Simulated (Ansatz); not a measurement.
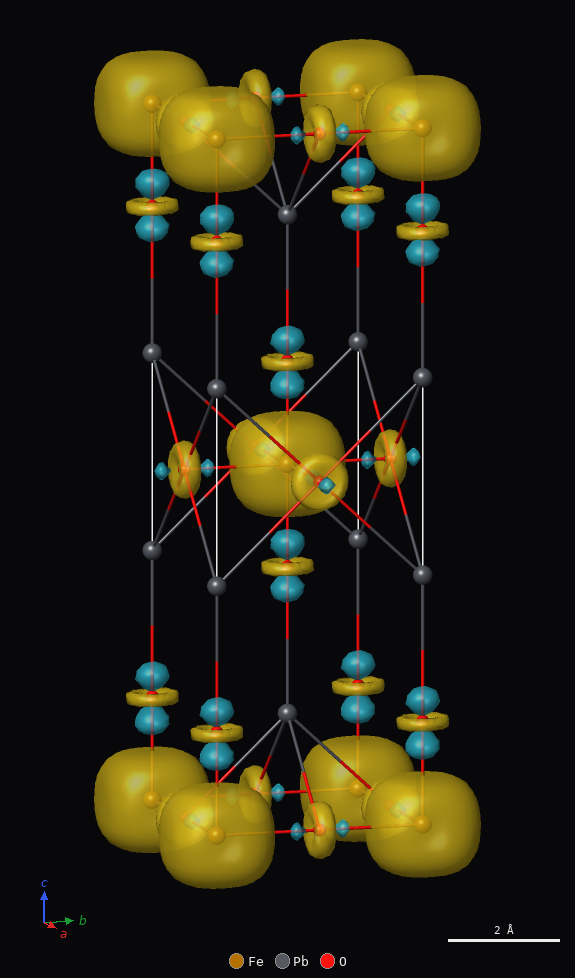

FePb2O4. Isosurfaces of the spin density (up minus down) at +0.06 (yellow) and −0.06 e/Å³ (cyan), seen slightly off an axis. Sticks mark near contacts.

Space group I4/mmm; a generated structure, not necessarily the stable one; not relaxed (largest force 0.9 eV/Å); computed pressure about 5 GPa in this cell; Hubbard U of 5.3 eV on Fe d only; spin-polarised.

Level of theory: DFT PBE+U, scalar-relativistic, plane waves, PAW (Ansatz).

Core electrons are frozen (PAW), and the valence fields are smoothed inside the atomic spheres.

```xyz
14
Lattice="3.9010 0.0000 0.0000 0.0000 3.9010 0.0000 0.0000 0.0000 12.7853" Properties=species:S:1:pos:R:3 pbc="T T T"
Fe    0.0000    0.0000    0.0000
Fe    1.9505    1.9505    6.3927
Pb    0.0000    0.0000    4.5800
Pb    1.9505    1.9505   10.9726
Pb    1.9505    1.9505    1.8127
Pb    0.0000    0.0000    8.2054
O     0.0000    1.9505    0.0000
O     1.9505    0.0000    6.3927
O     1.9505    0.0000    0.0000
O     0.0000    1.9505    6.3927
O     1.9505    1.9505    4.5027
O     0.0000    0.0000   10.8954
O     0.0000    0.0000    1.8899
O     1.9505    1.9505    8.2826
```

Which atoms carry the moments, and with what signs?

The spin density sits on Fe: +3.5 μB (×2) in one cell of 14 atoms: parallel main moments, as they must be, since the calculation's own cell holds one magnetic site. The cell of the calculation (7 atoms) carries 4.0 μB of net spin moment.
